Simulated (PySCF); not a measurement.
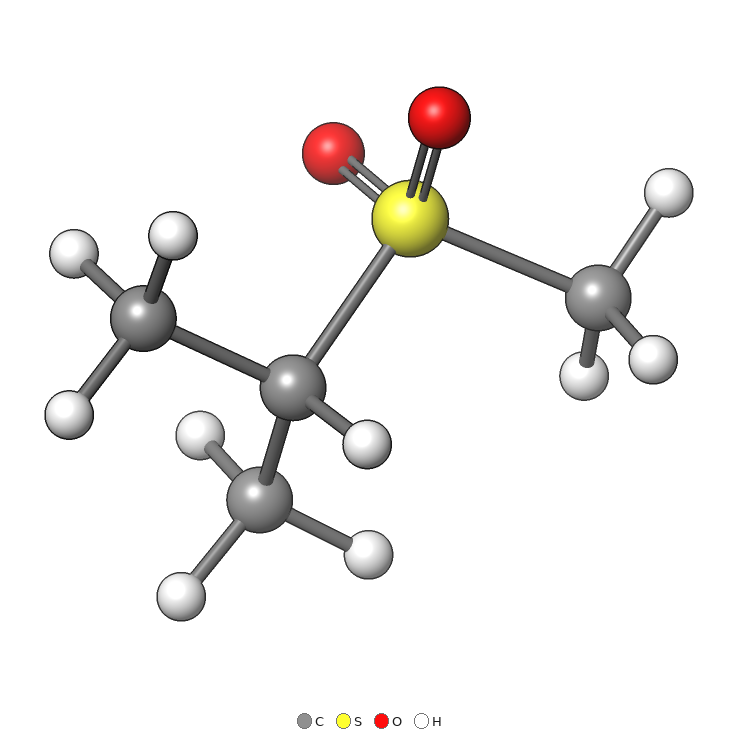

Computed geometry: PBE0-D3(BJ)/def2-SVP optimisation. No frequency run is at hand to confirm it as a minimum.

Draw it as a skeletal formula.

SMILES: CC(C)S(C)(=O)=O

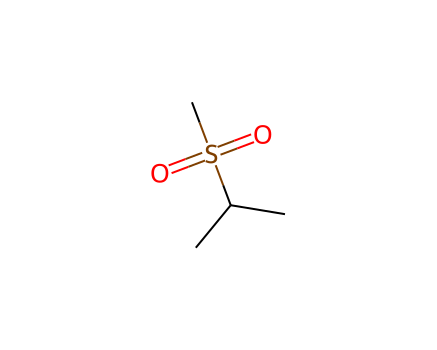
